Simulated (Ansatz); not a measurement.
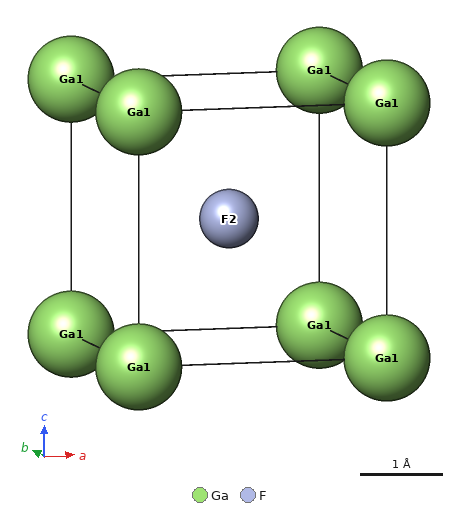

A crystal of GaF (a generated structure, set up in Pm-3m), before the relaxation. Style: ball-and-stick. Shown: the cell of the calculation, slightly off an axis.

The run lets cell and atoms move.

The calculation used Kohn-Sham DFT of a periodic cell, PBEsol0, Ansatz PAW (Ansatz 0.2.0).

The input:
```yaml
crystal:
  lattice:
    - [3.16592, 0.0, 0.0]
    - [0.0, 3.16592, 0.0]
    - [0.0, 0.0, 3.16592]
  atoms:
    - { symbol: Ga, position: [0.0, 0.0, 0.0] }
    - { symbol: F, position: [0.5, 0.5, 0.5] }
hamiltonian:
  xc: { exchange: pbesol, correlation: pbesol, exx: { coeff: 0.25 } }
  pseudopotentials: { kind: paw }
kpoints:
  mp_grid: { grid: [4, 4, 4] }
scf:
  occupations: { method: fermi_dirac, width: 0.05 }
output:
  forces: true
  stress: true
  eigenvalues: true
relax:
  f_tol: 0.01
  max_steps: 40
  cell: { stress_tol: 0.05 }
```

Predict the outcome.

Over 4 accepted moves (6 points after the start) the energy falls by 13.4 meV per cell of the calculation. All forces vanish by symmetry, so only the cell relaxes. Pressure: −2.54 GPa at the start and 0.00 GPa at the end. The SCF was repeated twice at an unchanged geometry on a basis and grid sized afresh for the cell, which shifted the energy by 2.0 meV per cell of the calculation at most. No atom moves by more than 0.005 Å relative to the cell. Cell: a = b = c 3.166 → 3.111 Å (−1.7 %). Volume −5.1 %. The space group stays Pm-3m (No. 221).

After the run, drawn alike:

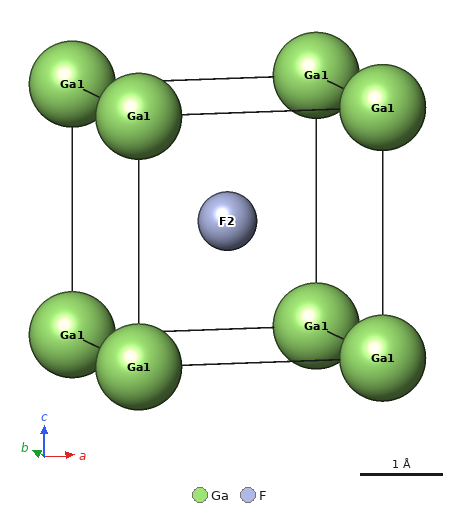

Limits of the set-up: layers or molecules are held without a dispersion correction, so their spacing is unreliable.
